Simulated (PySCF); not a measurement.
# C₇H₁₁ClOSi (SMILES C=CCC(=O)/C(Cl)=C\[SiH2]C): what the fields show

Input file:

```
{"job": {"kind": "nmr", "xc": "PBE0", "basis": "pcSseg-1"}, "charge": 0, "multiplicity": 1}
C     -3.771511     0.173056    -1.075302
C     -2.874049     0.598079    -0.207351
C     -2.179468    -0.300927     0.778900
C     -0.724882    -0.370436     0.392985
O     -0.273291    -1.301288    -0.246815
C      0.168143     0.735988     0.755397
Cl    -0.482503     2.035969     1.715826
C      1.435402     0.709303     0.353474
Si     2.085718    -0.743018    -0.681872
C      3.904248    -0.250706    -0.989018
H     -4.070787    -0.860838    -1.123370
H     -4.250653     0.842775    -1.768481
H     -2.581413     1.638292    -0.174964
H     -2.279885     0.108274     1.785571
H     -2.603815    -1.304184     0.732228
H      2.093004     1.522171     0.620609
H      2.110423    -1.970443     0.112435
H      1.425349    -0.780300    -1.986010
H      4.464827    -0.159823    -0.062636
H      3.991290     0.695469    -1.515968
H      4.404933    -1.000470    -1.592983
```

Run with:

```sh
OMP_NUM_THREADS=1 python probes_run.py task.json out
```

Geometry: GFN2-xTB.

Level of theory: PBE0/pcSseg-1, SCF density, gas phase, non-relativistic (PySCF).

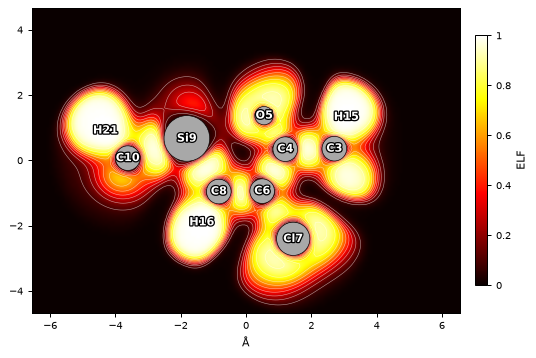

Figure 1. ELF on the plane of atoms Si9, C10 and H21. Grey discs cover the atomic cores.

What do the fields say about this system?

The plane passes through C, O, Cl, Si and H nuclei. C–O (1.22 Å): the ELF peaks at about 0.85 between the atoms; a multiple bond. C–C (1.33 Å): the ELF peaks at about 0.95 between the atoms; a short, multiple covalent bond. C–Cl (1.74 Å): the ELF peaks at about 0.90 between the atoms (a covalent bond). C–Si (1.90 Å): the ELF peaks at about 0.95 between the atoms (a covalent bond). C–H (1.09 Å): the ELF climbs to about 1 towards the hydrogen, as it does in any bond to H; an ordinary covalent bond to hydrogen. The ELF also peaks beside Cl7 and O5, away from the bonds: lone-pair regions.

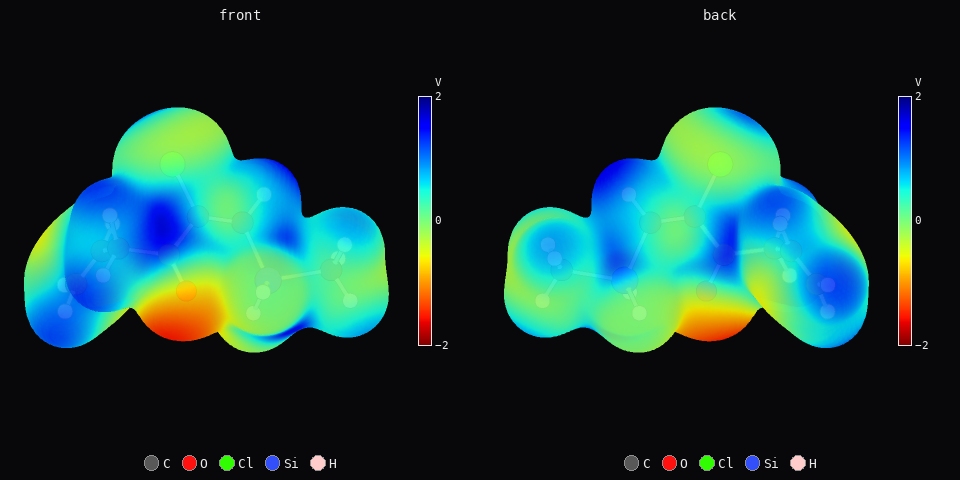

Figure 2. The molecular electrostatic potential painted on the density surface at 0.004 e/bohr³, seen from the front and from behind; the colour scale runs from red (negative) to blue (positive).

Describe the electrostatic potential map.

The most negative region (about −1.5 V, or −35 kcal/mol for a unit charge) lies over O5, the most positive (about +1.6 V, or +37 kcal/mol for a unit charge) over C4, Si9 and H16. Cl7 shows a σ-hole: about +1.1 V, or +25 kcal/mol for a unit charge at the tip opposite its bond, against about +0.3 V on its flanks. O5 is the likeliest acceptor of a hydrogen bond.
